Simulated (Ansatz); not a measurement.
## Electronic structure of Br···H$_{2}$ (charge −1) in real space

```xyz
3

Br    0.0049    0.0223   -2.1386
H    -0.0032   -0.0142    1.4479
H    -0.0018   -0.0080    0.6907
```

Geometry: PBE0-D4/def2-TZVP.

Method: RKS PBE0-D4/def2-TZVPPD (Ansatz 0.2.0).

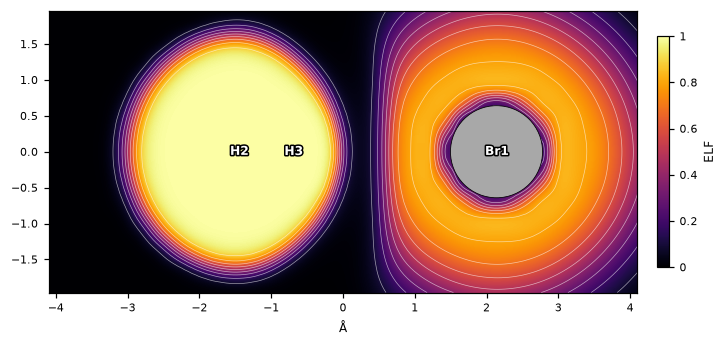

Figure 1. Electron localisation function on a plane that holds the molecular axis. Grey discs cover the atomic cores.

Interpret the plot.

- The plane passes through Br and H nuclei.
- Br1···H3 (2.83 Å): the ELF dips to about 0.05 between them (a non-bonded, intermolecular contact).
- H–H (0.76 Å): the ELF peaks at about 1 between the atoms.

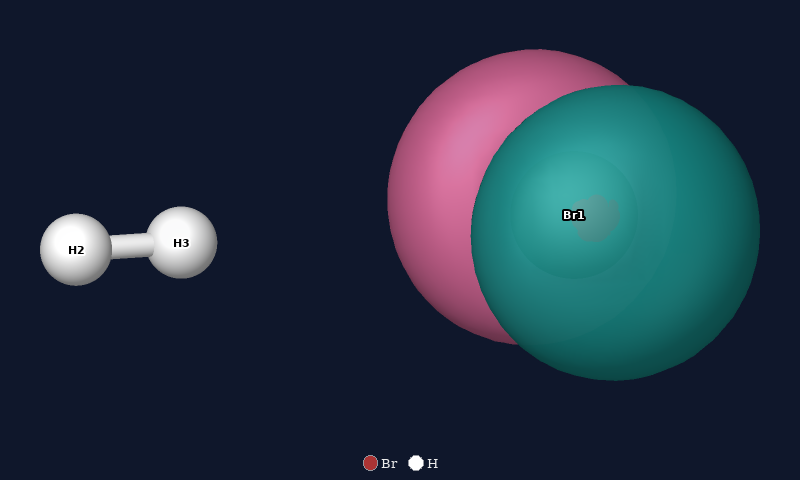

Figure 2. The HOMO at ±0.2 Å⁻³ᐟ² (teal and pink are the two phases), seen from one side.

What is the character of this orbital?

Its weight (Hirshfeld) is mainly on Br1 (about 100 %); largely a lone pair of Br1. It is one of a degenerate set, so its orientation is arbitrary. Its energy is −1.19 eV.
